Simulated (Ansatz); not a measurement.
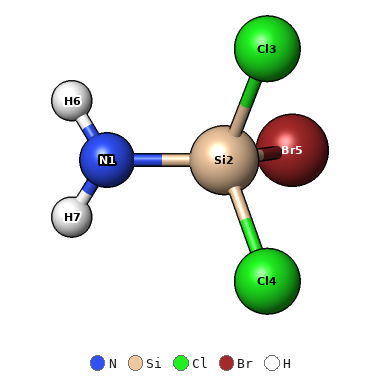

The system is BrCl₂H₂NSi, SMILES N[Si](Cl)(Cl)Br; the picture shows the reference structure. Coordinates scanned: (1) umbrella angle at N1 (between each of its bonds and their common axis; 90 is planar); (2) change of the bonds N1–Si2, N1–H6, N1–H7, all alike. Nothing is relaxed (all other coordinates rigid). The scan uses a 9 × 9 grid. Points are written as (first, second). Energies: kcal/mol, counted from the lowest grid point. All numbers below come from RKS PBE0-D4/def2-SVP (Ansatz 0.2.0).

Its coordinates:

```xyz
7

N    -0.2211    0.5173    0.9816
Si    0.0847   -0.3577   -0.4386
Cl    1.4474   -1.8230   -0.0058
Cl   -1.6813   -1.1691   -1.0824
Br    0.9119    0.8235   -2.1253
H     0.5427    0.8067    1.5819
H    -1.0230    1.1343    1.0430
```

Range: umbrella angle at N1 (between each of its bonds and their common axis; 90 is planar) from 66 to 114°; change of the bonds N1–Si2, N1–H6, N1–H7, all alike from −0.137 to 0.211 Å.

> What landscape does the calculation give?

The lowest grid point is at (96°, −0.006 Å). No other kind of well shows on this grid. The highest grid point, (66°, −0.137 Å), lies 47.7 kcal/mol above the lowest.

```
second ↓, first →    66    72    78    84    90    96   102   108   114
            0.211  39.1  40.9  43.3  45.1  45.5  44.3  41.7  38.9  37.1
            0.168  27.4  28.3  29.9  31.2  31.4  30.4  28.4  26.4  25.5
            0.124  17.3  17.1  18.0  18.8  18.8  18.0  16.6  15.4  15.4
            0.081   9.8   8.7   8.8   9.1   9.0   8.4   7.5   7.1   8.1
            0.037   5.5   3.4   2.8   2.6   2.4   2.0   1.6   2.0   3.9
           −0.006   5.6   2.6   1.2   0.6   0.2   0.0   0.1   1.3   4.2
           −0.050  11.6   7.5   5.4   4.3   3.8   3.8   4.4   6.3  10.3
           −0.093  24.7  19.7  16.8  15.3  14.6  14.8  15.9  18.6  23.6
           −0.137  47.7  41.6  38.1  36.1  35.3  35.7  37.3  40.7  46.7
```

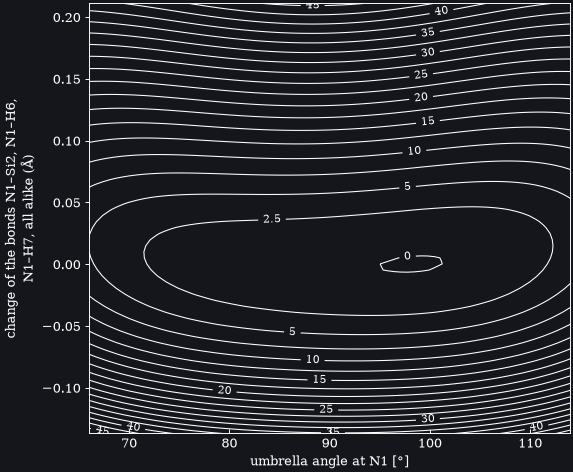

Drawn: contour lines labelled in kcal/mol. Between grid points the surface is interpolated.

The whole map (81 points run) took 8.4 min on 1 thread of Intel(R) Xeon(R) Platinum 8488C (Sapphire Rapids) (shared host).
